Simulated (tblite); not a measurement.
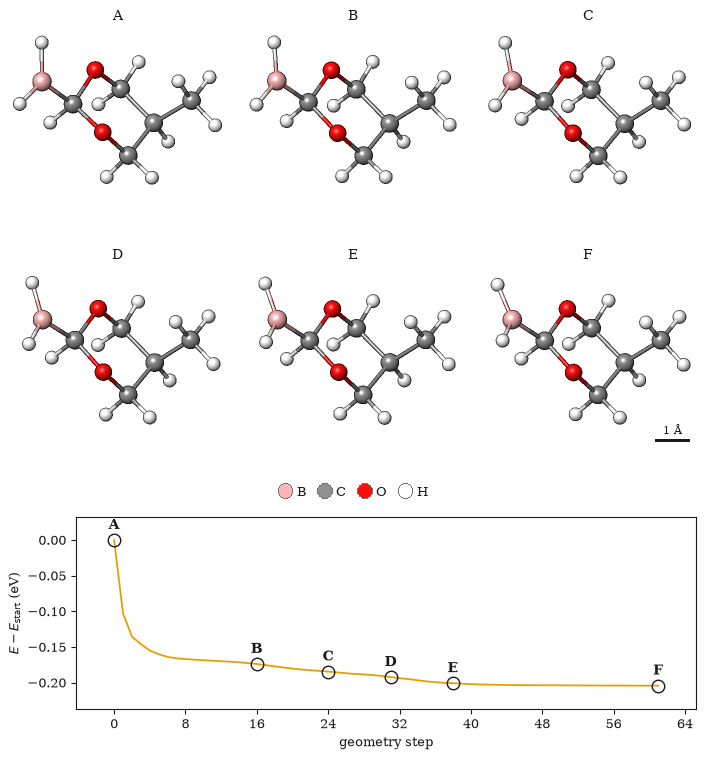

Frames of a relaxation of C₅H₁₁BO₂, marked on the history of the run. A ball-and-stick model, seen at a tilt.

Method: GFN2-xTB geometry optimisation, gas phase in tblite. 

### What happens along the run?

The energy falls by 0.204 eV in 61 geometry steps. An H atom moves most after the best rigid fit: 0.54 Å. Largest moves by element: H 0.54 Å, C 0.11 Å, O 0.06 Å, B 0.05 Å. Among the contacts that change: C–H 1.120 → 1.087 Å, B–H 1.185 → 1.163 Å, C–C 1.537 → 1.525 Å, C–C 1.523 → 1.534 Å. Among the angles between lasting bonds that change: B–C–O 108.1° → 113.3°, B–C–O 108.6° → 113.4°, O–C–H 112.0° → 107.3°. Groups turn about B–C by about 30°. The run took 0.86 s on 1 thread of Intel(R) Xeon(R) Processor @ 2.70GHz (shared host). From step 0 to 16: H atoms move most (0.08 Å), energy −0.174 eV. From step 16 to 24: an H atom moves most (0.13 Å), energy −0.011 eV. From step 24 to 31: H atoms move most (0.14 Å), energy −0.008 eV. From step 31 to 38: an H atom moves most (0.12 Å), energy −0.009 eV. From step 38 to 61: an H atom moves most (0.10 Å), energy −0.003 eV.

```csv
step,"E − E(0), eV"
0,0.0000
1,-0.1029
2,-0.1354
3,-0.1459
4,-0.1549
5,-0.1600
6,-0.1639
7,-0.1658
8,-0.1669
9,-0.1677
10,-0.1685
13,-0.1706
15,-0.1724
18,-0.1771
21,-0.1816
23,-0.1835
26,-0.1868
29,-0.1893
31,-0.1922
34,-0.1965
37,-0.2002
40,-0.2020
42,-0.2027
45,-0.2033
48,-0.2036
50,-0.2037
53,-0.2039
56,-0.2041
58,-0.2041
61,-0.2042
```
